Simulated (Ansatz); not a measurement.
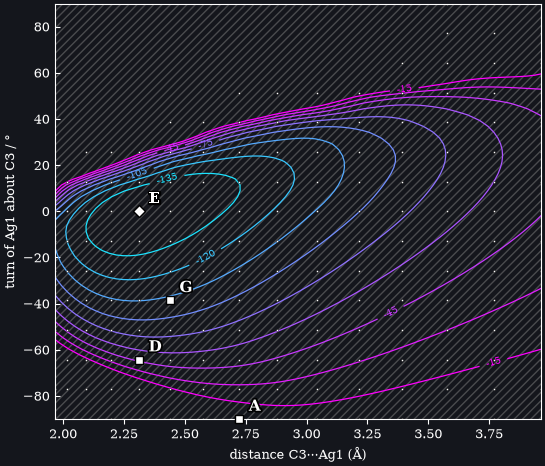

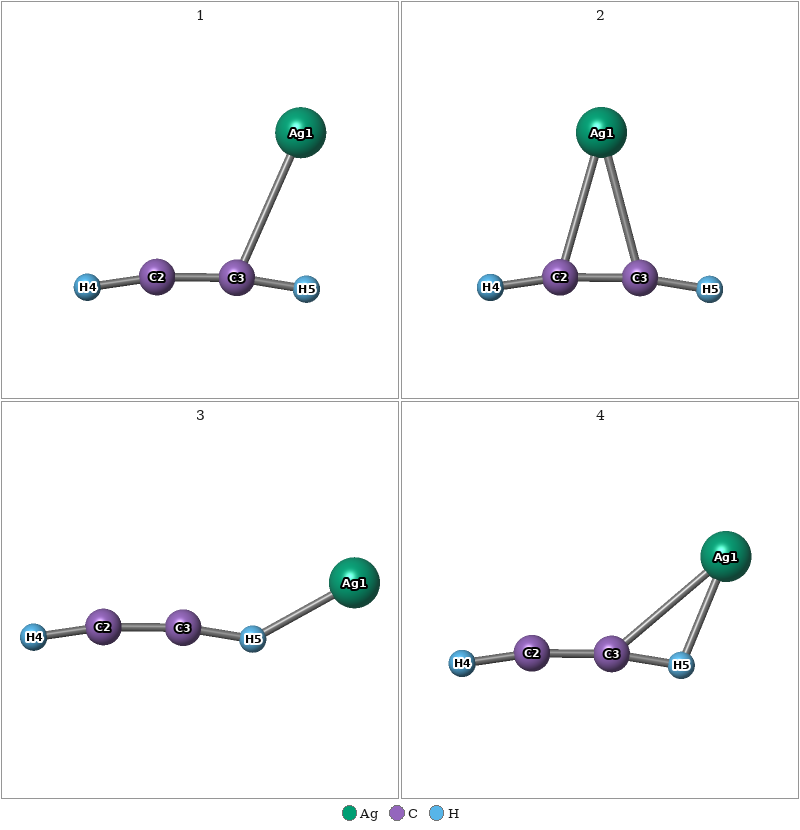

C₂H₂Ag, charge +1. 
- The turn is about an axis along (0.95, −0.32, −0.03) in the frame of the relaxed pair, normal to the line between the partners.
- The first coordinate is: distance C3···Ag1; the second: turn of Ag1 about C3.
- The scan uses a 15 × 15 grid. At 52 points there is no value (left out of the scan, as a rule where atoms come close).
- Points are written as (first, second).
- All energies are given in kJ/mol relative to the ion and the molecule far apart, frozen as in the relaxed pair, each in its own basis (no counterpoise correction).
- Computed with Ansatz, RKS PBE0-D4/def2-SVPD.

The picture shows contour lines labelled in kJ/mol (none above −15), dots at the grid points, hatched blanks where no value was computed, lettered points. Between grid points the surface is interpolated. The numbered pictures are the structures at these points, in random order.

**Which structure belongs to which point?**

A is structure 3: (2.723 Å, −90.0°), 0.47 kJ/mol; D is structure 4: (2.311 Å, −64.3°), −47 kJ/mol; E is structure 2: (2.311 Å, 0.0°), −150 kJ/mol; G is structure 1: (2.438 Å, −38.6°), −102 kJ/mol.
